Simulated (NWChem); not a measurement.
# the pair CH5BS···SiH4S, step by step

Aim: a single-point energy (singlet CH9BS2Si, SVWN5/pcseg-1), then the energy (singlet CH5BS, SVWN5/pcseg-1), then the energy (singlet SiH4S, SVWN5/pcseg-1), then the energy (singlet CH5BS, SVWN5/pcseg-1), then the energy (singlet SiH4S, SVWN5/pcseg-1) of CH9BS2Si and its partners. 

The calculation is run with NWChem 7.3.0.

## 1. Starting point

CH9BS2Si: 14 atoms, total charge 0, spin state singlet. The two molecules were placed rigidly side by side, at 1 times their contact distance; the pair isn't optimised.

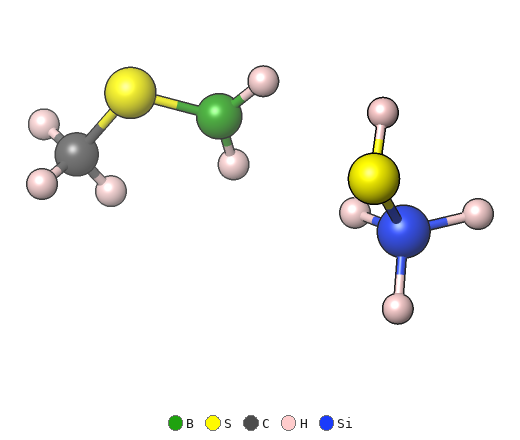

The structure, seen from a chosen angle (boron green, sulfur yellow, carbon dark grey, hydrogen pink, silicon blue).

## 2. A single-point energy at SVWN5/pcseg-1 (run 1)

File run.nw:

```
start run
memory total 2200 mb

geometry units bohr noautosym nocenter noautoz
 B     -1.66562350     1.81893698    -1.70271883
 S      1.31579740     1.62750773    -0.28731396
 C      1.37929220    -1.37677887     1.34144099
 H     -3.17343598     0.15578902    -1.48029806
 H     -2.07418229     3.69430119    -2.88360868
 H      1.69903386    -1.04664371     3.34870808
 H      2.92546612    -2.51307118     0.59386533
 H     -0.40631001    -2.36000337     1.06988734
 Si    -6.09151327     0.75339601    -8.37579531
 S     -2.92680782     2.77466597    -9.86246175
 H     -5.86453826     0.36936587    -5.60526784
 H     -6.04578189    -1.71923503    -9.69055336
 H     -8.50698010     2.07807513    -8.90964294
 H     -3.33308004     4.85689850    -8.46722026
end

basis "ao basis" spherical bse
 B library pcseg-1
 S library pcseg-1
 C library pcseg-1
 H library pcseg-1
 Si library pcseg-1
end

dft
 xc slater vwn_5
 grid fine
 convergence energy 1e-08
 iterations 100
 mulliken
 print low
end

task dft energy
```

Run with:

```console
$ nwchem run.nw > run.out
```

Standard output, cut to the lines that bear on the results:

```text
[...]
 d= 0,ls=0.0,diis     1  -1149.5314465338 -1.44D+03  9.12D-03  7.65D-01     2.4
[...]
 d= 0,ls=0.0,diis    11  -1149.5947533087 -9.76D-10  1.73D-07  2.13D-10    18.5
         Total DFT energy =    -1149.594753308735
      One electron energy =    -2164.797698629356
           Coulomb energy =      807.341687210797
    Exchange-Corr. energy =      -80.393166077539
 Nuclear repulsion energy =      288.254424187364
[...]
      Total Density - Mulliken Population Analysis
     ---------------------------------------------
    Atom       Charge   Shell Charges
 -----------   ------   -------------------------------------------------------
    1 B    5     5.18   1.99  0.68  0.38  1.60  0.50  0.02
    2 S   16    15.99   2.00  1.99  1.24  0.63  5.98  3.25  0.82  0.08
    3 C    6     6.47   1.99  0.73  0.50  2.17  1.05  0.02
    4 H    1     0.94   0.74  0.20  0.01
    5 H    1     0.95   0.74  0.21  0.01
    6 H    1     0.83   0.72  0.09  0.02
    7 H    1     0.82   0.72  0.08  0.02
    8 H    1     0.83   0.72  0.09  0.02
    9 Si  14    13.80   2.00  1.98  1.03  0.31  5.98  2.17  0.19  0.14
   10 S   16    16.29   2.00  1.99  1.24  0.63  5.98  3.29  1.11  0.05
[...]
```

Wall time 19 s (1 thread of Intel Xeon 6975P-C (Granite Rapids), shared host); peak memory 0.13 GiB.

## 3. CH5BS: the energy at SVWN5/pcseg-1 (run 2)

File work.nw:

```
start work
title "CH5BS energy"
memory 2200 mb
charge 0

geometry noautosym nocenter noautoz
 B       -0.881410       0.962540      -0.901040
 S        0.696290       0.861240      -0.152040
 C        0.729890      -0.728560       0.709860
 H       -1.679310       0.082440      -0.783340
 H       -1.097610       1.954940      -1.525940
 H        0.899090      -0.553860       1.772060
 H        1.548090      -1.329860       0.314260
 H       -0.215010      -1.248860       0.566160
end

basis spherical bse
 * library pcseg-1
end

dft
 xc slater vwn_5
 grid fine
 convergence energy 1e-08
 maxiter 100
 mulliken
 print low
end

task dft energy
```

Run with:

```console
$ nwchem work.nw > work.out
```

Standard output, cut to the lines that bear on the results:

```text
[...]
 d= 0,ls=0.0,diis     1   -462.0448476675 -5.57D+02  1.05D-02  4.13D-01     0.8
[...]
 d= 0,ls=0.0,diis    11   -462.0779784951 -6.49D-10  2.84D-07  3.65D-10     5.0
         Total DFT energy =     -462.077978495096
      One electron energy =     -824.799522976190
           Coulomb energy =      302.987294245081
    Exchange-Corr. energy =      -34.920001528738
 Nuclear repulsion energy =       94.654251764751
[...]
      Total Density - Mulliken Population Analysis
     ---------------------------------------------
    Atom       Charge   Shell Charges
 -----------   ------   -------------------------------------------------------
    1 B    5     5.20   1.99  0.68  0.39  1.60  0.50  0.02
    2 S   16    15.99   2.00  1.99  1.24  0.62  5.98  3.25  0.82  0.08
    3 C    6     6.47   1.99  0.73  0.50  2.17  1.05  0.02
    4 H    1     0.94   0.74  0.20  0.01
    5 H    1     0.93   0.74  0.18  0.01
    6 H    1     0.83   0.72  0.09  0.02
    7 H    1     0.83   0.72  0.09  0.02
    8 H    1     0.83   0.72  0.09  0.02
[...]
```

Wall time 5.7 s (1 thread of Intel Xeon 6975P-C (Granite Rapids), shared host); peak memory 0.12 GiB.

## 4. SiH4S: a single-point energy at SVWN5/pcseg-1 (run 3)

File test.nw:

```
start test
memory 2200 mb

geometry units au noautosym nocenter noautoz
Si -6.09151327  0.75339601 -8.37579531
S  -2.92680782  2.77466597 -9.86246175
H  -5.86453826  0.36936587 -5.60526784
H  -6.04578189 -1.71923503 -9.69055336
H  -8.50698010  2.07807513 -8.90964294
H  -3.33308004  4.85689850 -8.46722026
end

basis "ao basis" spherical bse
* library pcseg-1
end

dft
xc slater vwn_5
mult 1
grid fine
convergence energy 1e-08
iterations 100
mulliken
print low
end

task dft energy
```

Run with:

```console
$ nwchem test.nw > test.out
```

Standard output, cut to the lines that bear on the results:

```text
[...]
 d= 0,ls=0.0,diis     1   -687.4838588504 -7.77D+02  1.54D-02  3.51D-01     0.5
[...]
 d= 0,ls=0.0,diis    10   -687.5143053880 -1.34D-10  2.72D-07  1.52D-10     2.7
         Total DFT energy =     -687.514305388024
      One electron energy =    -1131.184175873211
           Coulomb energy =      399.903237833504
    Exchange-Corr. energy =      -45.471912020776
 Nuclear repulsion energy =       89.238544672459
[...]
      Total Density - Mulliken Population Analysis
     ---------------------------------------------
    Atom       Charge   Shell Charges
 -----------   ------   -------------------------------------------------------
    1 Si  14    13.81   2.00  1.98  1.03  0.31  5.98  2.17  0.19  0.14
    2 S   16    16.29   2.00  1.99  1.24  0.63  5.98  3.29  1.11  0.05
    3 H    1     1.02   0.72  0.29  0.01
    4 H    1     1.02   0.72  0.29  0.01
    5 H    1     1.02   0.72  0.29  0.01
    6 H    1     0.85   0.69  0.14  0.02
[...]
```

It took 3.3 s on 1 thread of Intel Xeon 6975P-C (Granite Rapids), shared host; peak memory 0.11 GiB.

## 5. CH5BS among ghost functions: the energy at SVWN5/pcseg-1 (with ghost functions) (run 4)

File struct.nw:

```
START struct
memory stack 880 mb heap 220 mb global 1100 mb

GEOMETRY units au noautosym nocenter noautoz
  B     -1.66562350     1.81893698    -1.70271883
  S      1.31579740     1.62750773    -0.28731396
  C      1.37929220    -1.37677887     1.34144099
  H     -3.17343598     0.15578902    -1.48029806
  H     -2.07418229     3.69430119    -2.88360868
  H      1.69903386    -1.04664371     3.34870808
  H      2.92546612    -2.51307118     0.59386533
  H     -0.40631001    -2.36000337     1.06988734
  bqSi    -6.091513     0.753396    -8.375795
  bqS     -2.926808     2.774666    -9.862462
  bqH     -5.864538     0.369366    -5.605268
  bqH     -6.045782    -1.719235    -9.690553
  bqH     -8.506980     2.078075    -8.909643
  bqH     -3.333080     4.856898    -8.467220
END

BASIS spherical bse
  B library pcseg-1
  S library pcseg-1
  C library pcseg-1
  H library pcseg-1
  bqSi library Si pcseg-1
  bqS library S pcseg-1
  bqH library H pcseg-1
END

DFT
  xc slater vwn_5
  mult 1
  grid fine
  convergence energy 1e-08
  iterations 100
  mulliken
  noprint "final vectors analysis"
END

TASK dft energy
```

Run with:

```console
$ nwchem struct.nw > struct.out
```

Standard output, cut to the lines that bear on the results:

```text
[...]
          Wavefunction type:  closed shell.
          No. of atoms     :    14
          No. of electrons :    32
[...]
          Charge           :     0
          Spin multiplicity:     1
[...]
          AO basis - number of functions:   127
[...]
              XC Information
              --------------
                        Slater Exchange Functional  1.000 local
                      VWN V Correlation Functional  1.000 local
[...]
 d= 0,ls=0.0,diis     1   -462.0449021677 -5.57D+02  5.90D-03  4.14D-01     2.1
[...]
 d= 0,ls=0.0,diis    11   -462.0780640855 -6.53D-10  1.61D-07  3.67D-10    16.3
         Total DFT energy =     -462.078064085480
      One electron energy =     -824.799001274090
           Coulomb energy =      302.986484567948
    Exchange-Corr. energy =      -34.919792306222
 Nuclear repulsion energy =       94.654244926883
[...]
      Total Density - Mulliken Population Analysis
     ---------------------------------------------
    Atom       Charge   Shell Charges
 -----------   ------   -------------------------------------------------------
    1 B    5     5.19   1.99  0.68  0.39  1.60  0.50  0.02
    2 S   16    15.99   2.00  1.99  1.24  0.63  5.98  3.25  0.82  0.08
    3 C    6     6.47   1.99  0.73  0.50  2.17  1.05  0.02
    4 H    1     0.94   0.74  0.20  0.01
    5 H    1     0.92   0.74  0.18  0.01
    6 H    1     0.83   0.72  0.09  0.02
    7 H    1     0.83   0.72  0.09  0.02
    8 H    1     0.83   0.72  0.09  0.02
    9 X    0    -0.00  -0.00 -0.00  0.00 -0.00 -0.00 -0.00 -0.00 -0.00
   10 X    0    -0.00  -0.00 -0.00  0.00 -0.00 -0.00  0.00 -0.00 -0.00
[...]
```

Wall time 17 s (1 thread of Intel Xeon 6975P-C (Granite Rapids), shared host); peak memory 0.13 GiB.

## 6. SiH4S among ghost functions: the energy at SVWN5/pcseg-1 (with ghost functions) (run 5)

File h4ssi.nw:

```
START h4ssi
memory stack 880 mb heap 220 mb global 1100 mb
GEOMETRY units angstrom noautosym nocenter noautoz
Si      -3.223490       0.398680      -4.432280
S       -1.548800       1.468290      -5.218990
H       -3.103380       0.195460      -2.966180
H       -3.199290      -0.909780      -5.128020
H       -4.501700       1.099670      -4.714780
H       -1.763790       2.570160      -4.480660
bqB     -0.881410     0.962540    -0.901040
bqS      0.696290     0.861240    -0.152040
bqC      0.729890    -0.728560     0.709860
bqH     -1.679310     0.082440    -0.783340
bqH     -1.097610     1.954940    -1.525940
bqH      0.899090    -0.553860     1.772060
bqH      1.548090    -1.329860     0.314260
bqH     -0.215010    -1.248860     0.566160
END
BASIS "ao basis" spherical bse
Si library pcseg-1
S library pcseg-1
H library pcseg-1
bqB library B pcseg-1
bqS library S pcseg-1
bqC library C pcseg-1
bqH library H pcseg-1
END
DFT
xc slater vwn_5
grid fine
convergence energy 1e-08
maxiter 100
mulliken
noprint "final vectors analysis"
END
TASK dft energy
```

Run with:

```console
$ nwchem h4ssi.nw > h4ssi.out
```

Standard output, cut to the lines that bear on the results:

```text
[...]
          Wavefunction type:  closed shell.
          No. of atoms     :    14
          No. of electrons :    34
[...]
          Charge           :     0
          Spin multiplicity:     1
[...]
          AO basis - number of functions:   127
[...]
              XC Information
              --------------
                        Slater Exchange Functional  1.000 local
                      VWN V Correlation Functional  1.000 local
[...]
 d= 0,ls=0.0,diis     1   -687.4839575256 -7.77D+02  6.82D-03  3.52D-01     2.0
[...]
 d= 0,ls=0.0,diis    10   -687.5144399866 -1.23D-10  1.21D-07  1.54D-10    14.4
         Total DFT energy =     -687.514439986579
      One electron energy =    -1131.180826253680
           Coulomb energy =      399.899262696869
    Exchange-Corr. energy =      -45.471427601786
 Nuclear repulsion energy =       89.238551172018
[...]
      Total Density - Mulliken Population Analysis
     ---------------------------------------------
    Atom       Charge   Shell Charges
 -----------   ------   -------------------------------------------------------
    1 Si  14    13.80   2.00  1.98  1.03  0.31  5.98  2.17  0.19  0.14
    2 S   16    16.29   2.00  1.99  1.24  0.63  5.98  3.29  1.11  0.05
    3 H    1     1.02   0.72  0.29  0.01
    4 H    1     1.02   0.72  0.30  0.01
    5 H    1     1.02   0.72  0.30  0.01
    6 H    1     0.85   0.69  0.14  0.02
    7 X    0     0.00  -0.00 -0.00 -0.00 -0.00  0.00 -0.00
    8 X    0     0.00   0.00  0.00 -0.00  0.00 -0.00 -0.00  0.00 -0.00
    9 X    0    -0.00   0.00  0.00 -0.00 -0.00 -0.00 -0.00
   10 X    0    -0.00  -0.00 -0.00 -0.00
[...]
```

It took 15 s on 1 thread of Intel Xeon 6975P-C (Granite Rapids), shared host; peak memory 0.12 GiB.

## 7. Summary of results

```
                                                                                                                  quantity           value
                                                                                        run 1, SVWN5/pcseg-1: total energy  -1149.59475 Eh
                                                                                                       CH5BS: total energy   -462.07798 Eh
                                                                                                       SiH4S: total energy   -687.51431 Eh
                                                                                 CH5BS among ghost functions: total energy   -462.07806 Eh
                                                                                CH5BS among ghost functions: dipole moment          1.86 D
                                                                                 SiH4S among ghost functions: total energy   -687.51444 Eh
                                                                                SiH4S among ghost functions: dipole moment          1.45 D
              interaction energy of the rigid parts CH5BS and SiH4S (parts in their own basis; closest atoms 2.61 Å apart)       -0.067 eV
interaction energy of the rigid parts CH5BS and SiH4S (parts in the whole basis, counterpoise; closest atoms 2.61 Å apart)       -0.061 eV
```

What this shows: The interaction energy of the rigid parts CH5BS and SiH4S (parts in their own basis; closest atoms 2.61 Å apart) is −0.07 eV (−1.5 kcal/mol): the parts attract. Without counterpoise this holds the superposition error of the basis. The interaction energy of the rigid parts CH5BS and SiH4S (parts in the whole basis, counterpoise; closest atoms 2.61 Å apart) is −0.06 eV (−1.4 kcal/mol): the parts attract. The basis-set superposition error is 0.6 kJ/mol. Mulliken charges (run 1, SVWN5/pcseg-1) run from -0.47 on C3 to +0.20 on Si9. Mulliken charges (CH5BS) run from -0.47 on C3 to +0.17 on H6; they depend strongly on the basis. Mulliken charges (SiH4S) run from -0.29 on S2 to +0.19 on Si1; they depend strongly on the basis.
